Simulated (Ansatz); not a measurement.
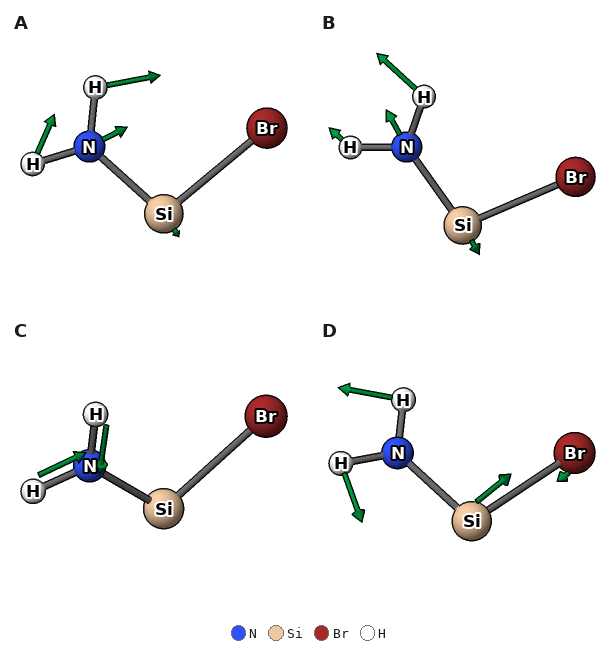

4 normal modes of one molecule or complex, as arrows. Harmonic vibrations computed with RKS PBE0-D4/def2-TZVP (Ansatz 0.2.0) at a stationary point of the same level.

> Match the panels to the wavenumbers 227 cm⁻¹, 380 cm⁻¹, 880 cm⁻¹, 3567 cm⁻¹.

A: 227 cm⁻¹
B: 880 cm⁻¹, N–Si stretching
C: 3567 cm⁻¹, in-phase stretching of 2 N–H bonds
D: 380 cm⁻¹, Br–Si stretching
